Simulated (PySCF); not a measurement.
**[Gd(H2O)2]3+: forces at shaken geometries**

How stiff is [Gd(H2O)2]3+? Its atoms are displaced at random by several amounts. It is a constructed species; whether it can be made isn't addressed.

The runs use PySCF 2.14.0; TPSS, Gd lcecp-1-SVP with ECP53, O def2-SVP, H def2-SVP; scalar-relativistic core potentials, no spin–orbit coupling.

3 further runs of the same task are left out: 2 for a known fault of the program, 1 set aside as unsound or not needed.

**1. The system as given**

7 atoms, charge 3, spin multiplicity 1.

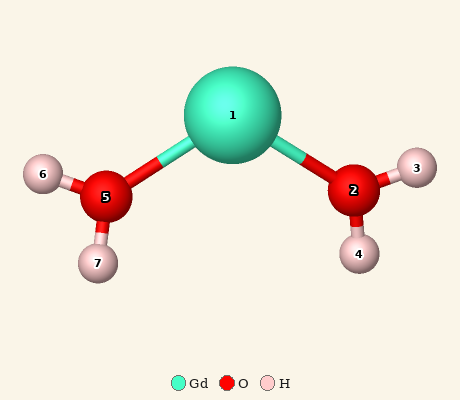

The geometry (gadolinium teal, oxygen red, hydrogen pink); atoms are numbered from 1 in the order of the file.

Geometry (Å):

```xyz
7

Gd    1.0320    0.1968   -0.0078
O    -0.1666    0.0290    1.8865
H     0.1592    0.1409    2.8297
H    -1.1393   -0.1789    2.0133
O    -0.1663   -0.1048   -1.8855
H     0.1766   -0.3571   -2.7950
H    -1.1526   -0.0095   -2.0412
```

Formal oxidation states: Gd +3. Each metal's 7 4f electrons lie in its core potential, so multiplicities, spins and levels count the valence alone. An earlier session relaxed this geometry at TPSS, Gd lcecp-1-SVP with ECP53, O def2-SVP, H def2-SVP (singlet, point group C1).

Its energy there is -187.467293 Eh.

**2. Atoms moved at random, σ = 0.1 Å**

File run.py (the lines that set the calculation):

```python
mol = gto.M(atom='''
Gd     0.97327     0.50015     0.02080
O     -0.11253     0.13371     1.90450
H      0.18535     0.08702     2.76150
H     -1.17891    -0.45715     1.98599
O     -0.01505    -0.06510    -1.77763
H      0.12889    -0.44766    -2.77558
H     -1.23792    -0.03474    -2.11957''',
    basis={'Gd': 'lcecp-1-SVP', 'O': 'def2-SVP', 'H': 'def2-SVP'},
    ecp={'Gd': 'lcecp-1-SVP'},
    charge=3, spin=0)
mf = dft.RKS(mol, xc='TPSS')
mf.grids.atom_grid = (50, 194)  # f atoms: unpruned, at least (60, 302)
mf = mf.density_fit()  # fitting sets: Gd AutoAux, O def2-universal-JKFIT, H def2-universal-JKFIT
mf.conv_tol = 1e-08; mf.max_cycle = 55
mf.kernel(dm0)  # dm0: the density of the relaxed state
```

Launch:

```console
$ OMP_NUM_THREADS=2 python run.py
```

**3. Atoms moved at random, σ = 0.03 Å**

File run.py (the lines that set the calculation):

```python
mol = gto.M(atom='''
Gd     1.05204     0.21856     0.02141
O     -0.20823     0.03946     1.90634
H      0.10143     0.12381     2.80539
H     -1.15961    -0.15252     1.99153
O     -0.10930    -0.15797    -1.89608
H      0.22774    -0.37903    -2.78146
H     -1.16097     0.02392    -2.04713''',
    basis={'Gd': 'lcecp-1-SVP', 'O': 'def2-SVP', 'H': 'def2-SVP'},
    ecp={'Gd': 'lcecp-1-SVP'},
    charge=3, spin=0)
mf = dft.RKS(mol, xc='TPSS')
mf.grids.atom_grid = (50, 194)  # f atoms: unpruned, at least (60, 302)
mf = mf.density_fit()  # fitting sets: Gd AutoAux, O def2-universal-JKFIT, H def2-universal-JKFIT
mf.conv_tol = 1e-08; mf.max_cycle = 55
mf.kernel(dm0)  # dm0: the density of the relaxed state
```

**4. Atoms moved at random, σ = 0.1 Å**

File run.py (the lines that set the calculation):

```python
mol = gto.M(atom='''
Gd     1.00510     0.21240     0.03876
O     -0.17899     0.05632     1.97192
H      0.05144     0.23572     2.88125
H     -1.04233    -0.29997     1.95034
O     -0.22051    -0.22361    -1.94992
H      0.30821    -0.22503    -2.66641
H     -1.17982    -0.03959    -2.22594''',
    basis={'Gd': 'lcecp-1-SVP', 'O': 'def2-SVP', 'H': 'def2-SVP'},
    ecp={'Gd': 'lcecp-1-SVP'},
    charge=3, spin=0)
mf = dft.RKS(mol, xc='TPSS')
mf.grids.atom_grid = (50, 194)  # f atoms: unpruned, at least (60, 302)
mf = mf.density_fit()  # fitting sets: Gd AutoAux, O def2-universal-JKFIT, H def2-universal-JKFIT
mf.conv_tol = 1e-08; mf.max_cycle = 55
mf.kernel(dm0)  # dm0: the density of the relaxed state
```

**Question.** What will these runs give? Wanted: for each run, σ; energy rise; harmonic estimate −½ F·u; largest force component.

As calculated:

| σ (Å) | energy rise (eV) | harmonic estimate −½ F·u (eV) | largest force component (eV/Å) |
| --- | --- | --- | --- |
| 0.1 | 2.002 | 1.739 | 5.67 |
| 0.03 | 0.208 | 0.206 | 2.57 |
| 0.1 | 0.724 | 0.516 | 6.35 |

Every displacement raises the energy. For a harmonic well the rise equals −½ F·u; the two differ by at most 29 % here (a move with σ = 0.1 Å), from anharmonicity, the grid and the small forces left at the relaxed point. These are double-zeta-type bases without diffuse functions. Spin–orbit coupling is left out.
